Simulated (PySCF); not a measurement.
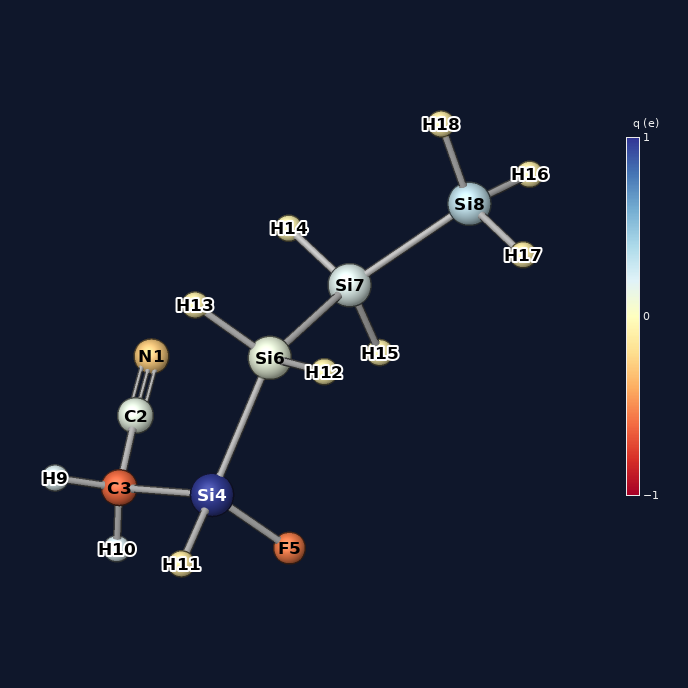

Atoms are coloured by their IAO charges. The geometry was computed by an optimisation with GFN2-xTB. No frequency run is at hand to confirm it as a minimum. Properties computed with PBE0/pcSseg-1, gas phase (PySCF 2.14.0).

Q: Which atom carries the highest charge (most positive or least negative)?

A: Si4 (0.98 e).

Q: And the lowest?

A: C3 (−0.60 e).

Give the IAO charges atom by atom.

```json
{"atom": "N1", "value (e)": "−0.27"}
{"atom": "C2", "value (e)": "0.14"}
{"atom": "C3", "value (e)": "−0.60"}
{"atom": "Si4", "value (e)": "0.98"}
{"atom": "F5", "value (e)": "−0.55"}
{"atom": "Si6", "value (e)": "0.11"}
{"atom": "Si7", "value (e)": "0.17"}
{"atom": "Si8", "value (e)": "0.30"}
{"atom": "H9", "value (e)": "0.19"}
{"atom": "H10", "value (e)": "0.20"}
{"atom": "H11", "value (e)": "−0.12"}
{"atom": "H12", "value (e)": "−0.08"}
{"atom": "H13", "value (e)": "−0.08"}
{"atom": "H14", "value (e)": "−0.06"}
{"atom": "H15", "value (e)": "−0.07"}
{"atom": "H16", "value (e)": "−0.09"}
{"atom": "H17", "value (e)": "−0.10"}
{"atom": "H18", "value (e)": "−0.10"}
```

The geometry is semi-empirical. Around Si such bond lengths and angles can be off by a tenth of an ångström or more and by several degrees, and values that hang on the shape move with them.
